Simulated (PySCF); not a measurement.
# Os(46+), Os(47+): ionisation energy in even-tempered 18s13p8d4f4g, part 2 of 2

Aim: the ionisation energy of osmium from differences of total energies, at each level of theory, and how far each lands from the tabulated value where there is one.

PySCF 2.14.0; even-tempered 18s13p8d4f4g, scalar relativity by spin-free X2C-1e. The scripts are equivalent inputs of a driver's runs. The steps go on from the part before.

### Step 3. Os(47+)

**UHF**

File input.py:

```python
from pyscf import gto, scf, dft, mp, cc
mol = gto.M(atom="Os 0 0 0", charge=47, spin=1, symmetry="D2h",
            basis=gto.etbs([(0, 18, 5.6, 2.5), (1, 13, 7.3, 2.5), (2, 8, 13, 2.5), (3, 4, 33, 2.7), (4, 4, 50, 2.7)]),
            nucmod="G")
mf = scf.UHF(mol).sfx2c1e()
mf.irrep_nelec = {'Ag': (6, 5), 'B1g': (1, 1), 'B2g': (1, 1), 'B3g': (1, 1), 'B1u': (2, 2), 'B2u': (2, 2), 'B3u': (2, 2)}
mf.kernel()
```

Output:

```text
damping factor = 0
level_shift factor = 0
DIIS = <class 'pyscf.scf.diis.CDIIS'>
diis_start_cycle = 1
diis_space = 10
diis_damp = 0
SCF conv_tol = 1e-09
SCF conv_tol_grad = None
number electrons alpha = 15  beta = 14
cycle= 1 E= -15681.0425521511  delta_E= -4.91e-11  |g|= 6.22e-06  |ddm|= 1.59e-05
converged SCF energy = -15681.0425521511  <S^2> = 0.75000364  2S+1 = 2.0000036
```

Time after the integrals: 2.8 s (2 threads of Neoverse-V2, shared host).

The occupied shells:

| shell | electrons | mean orbital energy (eV) | spread (eV) | rms radius (bohr) |
| --- | --- | --- | --- | --- |
| 1s α | 1 | -76731.6 | 0 | 0.0200 |
| 1s β | 1 | -76726.9 | 0 | 0.0200 |
| 2s α | 1 | -15488.0 | 0 | 0.0807 |
| 2s β | 1 | -15483.7 | 0 | 0.0807 |
| 2p α | 3 | -13839.1 | 0 | 0.0737 |
| 2p β | 3 | -13837.5 | 0 | 0.0737 |
| 3s α | 1 | -5390.6 | 0 | 0.203 |
| 3s β | 1 | -5384.0 | 0 | 0.203 |
| 3p α | 3 | -4889.8 | 0 | 0.203 |
| 3p β | 3 | -4887.0 | 0 | 0.203 |
| 3d α | 5 | -4334.1 | 0 | 0.184 |
| 3d β | 5 | -4332.6 | 0 | 0.184 |
| 4s α | 1 | -2611.0 | 0 | 0.409 |

⟨S²⟩ = 0.750, ⟨L²⟩ = 0.00.

The p, d and f levels are scalar averages; spin-orbit coupling splits them strongly at this Z.

**LDA**

input.py, as changed from the run before:

```diff
@@ -4,3 +4,3 @@
             nucmod="G")
-mf = scf.UHF(mol).sfx2c1e()
+mf = dft.UKS(mol, xc="LDA,VWN").sfx2c1e()
 mf.irrep_nelec = {'Ag': (6, 5), 'B1g': (1, 1), 'B2g': (1, 1), 'B3g': (1, 1), 'B1u': (2, 2), 'B2u': (2, 2), 'B3u': (2, 2)}
```

Output:

```text
damping factor = 0
level_shift factor = 0
DIIS = <class 'pyscf.scf.diis.CDIIS'>
diis_start_cycle = 1
diis_space = 10
diis_damp = 0
SCF conv_tol = 1e-09
SCF conv_tol_grad = None
number electrons alpha = 15  beta = 14
XC functionals = LDA,VWN
    P. A. M. Dirac.,  Math. Proc. Cambridge Philos. Soc. 26, 376 (1930)
    F. Bloch.,  Z. Phys. 57, 545 (1929)
    S. H. Vosko, L. Wilk, and M. Nusair.,  Can. J. Phys. 58, 1200 (1980)
cycle= 1 E= -15671.4768858512  delta_E= -0.0291  |g|= 0.0909  |ddm|= 0.0896
cycle= 2 E= -15671.4769095022  delta_E= -2.37e-05  |g|= 0.0133  |ddm|= 0.00445
cycle= 3 E= -15671.4769104425  delta_E= -9.4e-07  |g|= 0.000905  |ddm|= 0.000488
cycle= 4 E= -15671.4769104472  delta_E= -4.76e-09  |g|= 4.75e-06  |ddm|= 3.03e-05
cycle= 5 E= -15671.4769104472  delta_E= 7.28e-12  |g|= 6.92e-08  |ddm|= 2.06e-07
converged SCF energy = -15671.4769104472  <S^2> = 0.75000481  2S+1 = 2.0000048
```

It took 0.98 s on 2 threads of Neoverse-V2, shared host, the integrals not counted.

**PBE**

input.py, as changed from the run before:

```diff
@@ -4,3 +4,3 @@
             nucmod="G")
-mf = dft.UKS(mol, xc="LDA,VWN").sfx2c1e()
+mf = dft.UKS(mol, xc="PBE").sfx2c1e()
 mf.irrep_nelec = {'Ag': (6, 5), 'B1g': (1, 1), 'B2g': (1, 1), 'B3g': (1, 1), 'B1u': (2, 2), 'B2u': (2, 2), 'B3u': (2, 2)}
```

Output:

```text
damping factor = 0
level_shift factor = 0
DIIS = <class 'pyscf.scf.diis.CDIIS'>
diis_start_cycle = 1
diis_space = 10
diis_damp = 0
SCF conv_tol = 1e-09
SCF conv_tol_grad = None
number electrons alpha = 15  beta = 14
XC functionals = PBE
    J. P. Perdew, K. Burke, and M. Ernzerhof.,  Phys. Rev. Lett. 77, 3865 (1996)
    J. P. Perdew, K. Burke, and M. Ernzerhof.,  Phys. Rev. Lett. 78, 1396 (1997)
    J. P. Perdew, K. Burke, and M. Ernzerhof.,  Phys. Rev. Lett. 77, 3865 (1996)
    J. P. Perdew, K. Burke, and M. Ernzerhof.,  Phys. Rev. Lett. 78, 1396 (1997)
cycle= 1 E= -15682.9485988  delta_E= -0.0204  |g|= 0.0216  |ddm|= 0.0855
cycle= 2 E= -15682.9486008577  delta_E= -2.06e-06  |g|= 0.003  |ddm|= 0.00171
cycle= 3 E= -15682.9486009178  delta_E= -6.01e-08  |g|= 0.000376  |ddm|= 0.000145
cycle= 4 E= -15682.9486009185  delta_E= -7.37e-10  |g|= 3.59e-06  |ddm|= 1.17e-05
converged SCF energy = -15682.9486009185  <S^2> = 0.75000301  2S+1 = 2.000003
```

Time after the integrals: 1.1 s (2 threads of Neoverse-V2, shared host).

**PBE0**

input.py, as changed from the run before:

```diff
@@ -4,3 +4,3 @@
             nucmod="G")
-mf = dft.UKS(mol, xc="PBE").sfx2c1e()
+mf = dft.UKS(mol, xc="PBE0").sfx2c1e()
 mf.irrep_nelec = {'Ag': (6, 5), 'B1g': (1, 1), 'B2g': (1, 1), 'B3g': (1, 1), 'B1u': (2, 2), 'B2u': (2, 2), 'B3u': (2, 2)}
```

Output:

```text
damping factor = 0
level_shift factor = 0
DIIS = <class 'pyscf.scf.diis.CDIIS'>
diis_start_cycle = 1
diis_space = 10
diis_damp = 0
SCF conv_tol = 1e-09
SCF conv_tol_grad = None
number electrons alpha = 15  beta = 14
XC functionals = PBE0
    C. Adamo and V. Barone.,  J. Chem. Phys. 110, 6158 (1999)
    M. Ernzerhof and G. E. Scuseria.,  J. Chem. Phys. 110, 5029 (1999)
cycle= 1 E= -15682.884721098  delta_E= -0.0113  |g|= 0.0179  |ddm|= 0.0662
cycle= 2 E= -15682.8847221334  delta_E= -1.04e-06  |g|= 0.0016  |ddm|= 0.00189
cycle= 3 E= -15682.8847221499  delta_E= -1.65e-08  |g|= 0.000254  |ddm|= 6.18e-05
cycle= 4 E= -15682.8847221503  delta_E= -3.77e-10  |g|= 2.22e-06  |ddm|= 9.04e-06
converged SCF energy = -15682.8847221503  <S^2> = 0.75000261  2S+1 = 2.0000026
```

Time after the integrals: 2.6 s (2 threads of Neoverse-V2, shared host).

**r2SCAN**

input.py, as changed from the run before:

```diff
@@ -4,3 +4,3 @@
             nucmod="G")
-mf = dft.UKS(mol, xc="PBE0").sfx2c1e()
+mf = dft.UKS(mol, xc="R2SCAN").sfx2c1e()
 mf.irrep_nelec = {'Ag': (6, 5), 'B1g': (1, 1), 'B2g': (1, 1), 'B3g': (1, 1), 'B1u': (2, 2), 'B2u': (2, 2), 'B3u': (2, 2)}
```

Output:

```text
damping factor = 0
level_shift factor = 0
DIIS = <class 'pyscf.scf.diis.CDIIS'>
diis_start_cycle = 1
diis_space = 10
diis_damp = 0
SCF conv_tol = 1e-09
SCF conv_tol_grad = None
number electrons alpha = 15  beta = 14
XC functionals = R2SCAN
    J. W. Furness, A. D. Kaplan, J. Ning, J. P. Perdew, and J. Sun.,  J. Phys. Chem. Lett. 11, 8208-8215 (2020)
    J. W. Furness, A. D. Kaplan, J. Ning, J. P. Perdew, and J. Sun.,  J. Phys. Chem. Lett. 11, 9248-9248 (2020)
    J. W. Furness, A. D. Kaplan, J. Ning, J. P. Perdew, and J. Sun.,  J. Phys. Chem. Lett. 11, 8208-8215 (2020)
    J. W. Furness, A. D. Kaplan, J. Ning, J. P. Perdew, and J. Sun.,  J. Phys. Chem. Lett. 11, 9248-9248 (2020)
cycle= 1 E= -15683.3125276588  delta_E= -0.01  |g|= 0.0257  |ddm|= 0.0347
cycle= 2 E= -15683.3125300773  delta_E= -2.42e-06  |g|= 0.00318  |ddm|= 0.00227
cycle= 3 E= -15683.3125301422  delta_E= -6.49e-08  |g|= 0.000388  |ddm|= 0.000116
cycle= 4 E= -15683.3125301429  delta_E= -7.49e-10  |g|= 2.83e-06  |ddm|= 1.41e-05
converged SCF energy = -15683.3125301429  <S^2> = 0.75000956  2S+1 = 2.0000096
```

It took 2.7 s on 2 threads of Neoverse-V2, shared host, the integrals not counted.

**B97-3**

input.py, as changed from the run before:

```diff
@@ -4,3 +4,3 @@
             nucmod="G")
-mf = dft.UKS(mol, xc="R2SCAN").sfx2c1e()
+mf = dft.UKS(mol, xc="HYB_GGA_XC_B97_3").sfx2c1e()
 mf.irrep_nelec = {'Ag': (6, 5), 'B1g': (1, 1), 'B2g': (1, 1), 'B3g': (1, 1), 'B1u': (2, 2), 'B2u': (2, 2), 'B3u': (2, 2)}
```

Output:

```text
damping factor = 0
level_shift factor = 0
DIIS = <class 'pyscf.scf.diis.CDIIS'>
diis_start_cycle = 1
diis_space = 10
diis_damp = 0
SCF conv_tol = 1e-09
SCF conv_tol_grad = None
number electrons alpha = 15  beta = 14
XC functionals = HYB_GGA_XC_B97_3
    T. W. Keal and D. J. Tozer.,  J. Chem. Phys. 123, 121103 (2005)
cycle= 1 E= -15682.6436346866  delta_E= -0.0107  |g|= 0.0339  |ddm|= 0.0647
cycle= 2 E= -15682.6436355317  delta_E= -8.45e-07  |g|= 0.00129  |ddm|= 0.00223
cycle= 3 E= -15682.6436355408  delta_E= -9.07e-09  |g|= 0.000233  |ddm|= 3.02e-05
cycle= 4 E= -15682.6436355411  delta_E= -2.91e-10  |g|= 3.72e-07  |ddm|= 8.27e-06
converged SCF energy = -15682.6436355411  <S^2> = 0.75000313  2S+1 = 2.0000031
```

Time after the integrals: 2.6 s (2 threads of Neoverse-V2, shared host).

**M06**

input.py, as changed from the run before:

```diff
@@ -4,3 +4,3 @@
             nucmod="G")
-mf = dft.UKS(mol, xc="HYB_GGA_XC_B97_3").sfx2c1e()
+mf = dft.UKS(mol, xc="M06").sfx2c1e()
 mf.irrep_nelec = {'Ag': (6, 5), 'B1g': (1, 1), 'B2g': (1, 1), 'B3g': (1, 1), 'B1u': (2, 2), 'B2u': (2, 2), 'B3u': (2, 2)}
```

Output:

```text
damping factor = 0
level_shift factor = 0
DIIS = <class 'pyscf.scf.diis.CDIIS'>
diis_start_cycle = 1
diis_space = 10
diis_damp = 0
SCF conv_tol = 1e-09
SCF conv_tol_grad = None
number electrons alpha = 15  beta = 14
XC functionals = M06
    Y. Zhao and D. G. Truhlar.,  Theor. Chem. Acc. 120, 215 (2008)
    Y. Zhao and D. G. Truhlar.,  Theor. Chem. Acc. 120, 215 (2008)
cycle= 1 E= -15683.6828541353  delta_E= -0.0085  |g|= 0.137  |ddm|= 0.13
cycle= 2 E= -15683.6828587103  delta_E= -4.58e-06  |g|= 0.00449  |ddm|= 0.0051
cycle= 3 E= -15683.6828588095  delta_E= -9.92e-08  |g|= 0.000758  |ddm|= 9.78e-05
cycle= 4 E= -15683.6828588126  delta_E= -3.12e-09  |g|= 1.14e-05  |ddm|= 2.71e-05
cycle= 5 E= -15683.6828588126  delta_E= -7.28e-12  |g|= 7.77e-08  |ddm|= 2.69e-07
converged SCF energy = -15683.6828588126  <S^2> = 0.75001517  2S+1 = 2.0000152
```

Time after the integrals: 5 s (2 threads of Neoverse-V2, shared host).

**MP2 (outer shells)**

input.py, as changed from the run before:

```diff
@@ -4,4 +4,5 @@
             nucmod="G")
-mf = dft.UKS(mol, xc="M06").sfx2c1e()
+mf = scf.UHF(mol).sfx2c1e()
 mf.irrep_nelec = {'Ag': (6, 5), 'B1g': (1, 1), 'B2g': (1, 1), 'B3g': (1, 1), 'B1u': (2, 2), 'B2u': (2, 2), 'B3u': (2, 2)}
 mf.kernel()
+mp.UMP2(mf, frozen=5).kernel()
```

The driver printed no log here.

It took 3 s on 2 threads of Neoverse-V2, shared host, the integrals not counted.

With 19 electrons correlated, the MP2 correlation energy is -0.87316 hartree (-0.30094 same spin, -0.57223 opposite spin); the SCS form gives -0.78699. Largest pairs of shells: 3d-3d -0.4215, 3p-3d -0.2308, 3p-3p -0.0662, 3s-3d -0.0522, 3d-4s -0.0509.

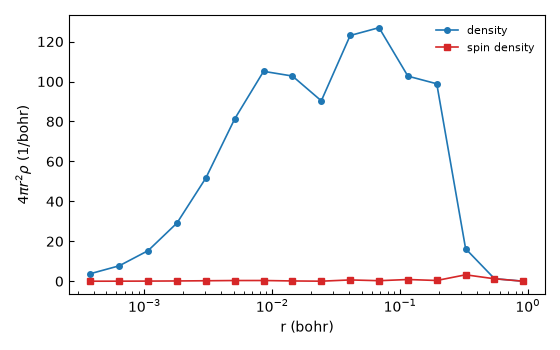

Radial density 4πr²ρ of Os(47+) at UHF, without picture-change correction, at 16 stored radii joined by straight lines.

### Step 4. Orbital energies side by side

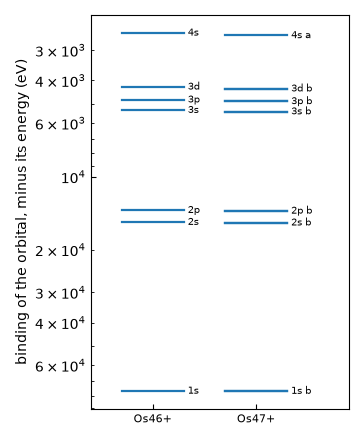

Hartree-Fock orbital energies of the states on a logarithmic scale (a, b: spin up and down; * marks an excited configuration).

### Step 5. The energy differences

Ionisation energy: Os(46+) [Ar] 3d10 4s2 (1S) → Os(47+) [Ar] 3d10 4s1 (2S).

```
                method  value (eV)  less the reference (eV)  CPU time, both states (s)
                   UHF      2547.7                     -4.3                         23
                   LDA      2556.0                     +4.0                        3.7
                   PBE      2556.8                     +4.8                          4
                  PBE0      2554.8                     +2.8                         10
                r2SCAN      2550.7                     -1.3                         10
                 B97-3      2554.3                     +2.3                         10
                   M06      2553.1                     +1.1                         20
    MP2 (outer shells)      2550.7                     -1.3                         34
SCS-MP2 (outer shells)      2550.7                     -1.3                         34
```

Reference: 2552 ± 4 eV (theoretical estimate listed by NIST; NIST Atomic Spectra Database, ionization energies). For this ion Breit and QED terms and the two-electron picture change, all absent here, are large against electron correlation.

Times are CPU seconds on a shared host without the integrals; correlated rows include their Hartree-Fock run, whose time holds the symmetry-adapted start and any spin-orbit constants, while functionals begin from orbitals already made.

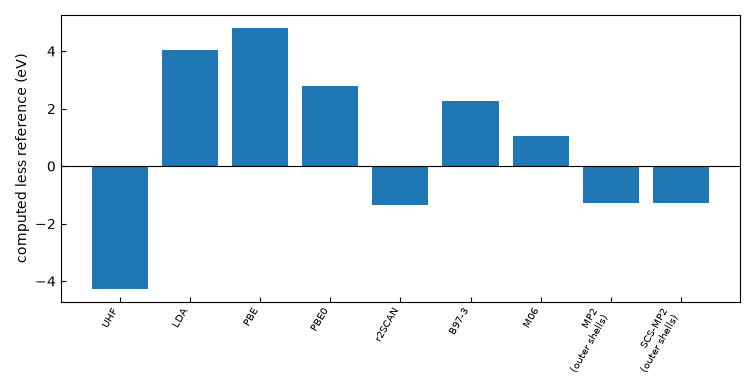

Computed less reference values by method, where the reference is not like for like or is itself uncertain.

### Step 6. Summary of results

The summary covers parts 1 to 2.

| quantity | value |
| --- | --- |
| ionisation energy, Os(46+) | UHF 2547.7, MP2 (outer shells) 2550.7 eV; reference 2552 ± 4 |

In words: The methods span 9.071 eV, from UHF (2547.7) to PBE (2556.8). The reference is uncertain or not like for like (spin-orbit coupling or other relativistic terms), so no ranking of close methods is drawn. The basis is finite, and no extrapolation was made.
